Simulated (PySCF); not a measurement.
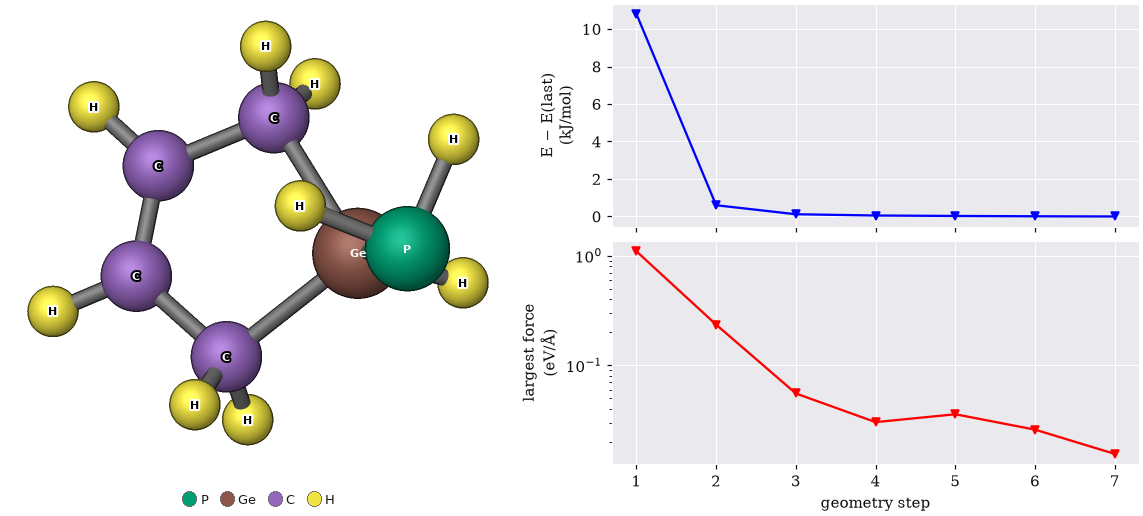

Beside the plot: the molecule at the start.

History of a geometry optimisation.

The run: C4H9GeP (SMILES [PH2][GeH]1[CH2]C=C[CH2]1), by PBE0-D3(BJ)/def2-SVP, geometry optimisation (PySCF).

### How did the optimisation end?

The optimisation met its thresholds at geometry 7, counting the start as the first. The energy fell by about 11 kJ/mol from the first step to the last. The largest force goes from about 1.1 eV/Å at the start to 0.016 eV/Å at the end.

### By which step was nine tenths of the energy gained?

By step 2 of 7.
